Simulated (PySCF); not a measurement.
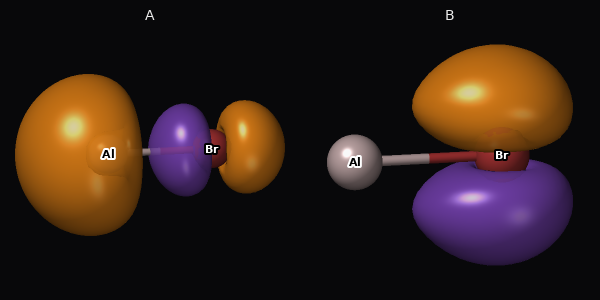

Figure 1: AlBr. Two frontier orbitals, each drawn at the value that holds 80 % of its norm (orange and purple are the two phases), in no order; of a degenerate pair one member is drawn.

These are results of PySCF, PBE0/def2-TZVPP, non-relativistic Hamiltonian with scalar-relativistic core potentials where named, at a bond length of 2.326 Å, not measurements.

Name the orbitals and rank them from lowest to highest energy.

Orbital B: π, occupied, −8.53 eV; mainly on Br (90 %).
Orbital A: σ, occupied, −6.95 eV; mainly on Al (75 %).
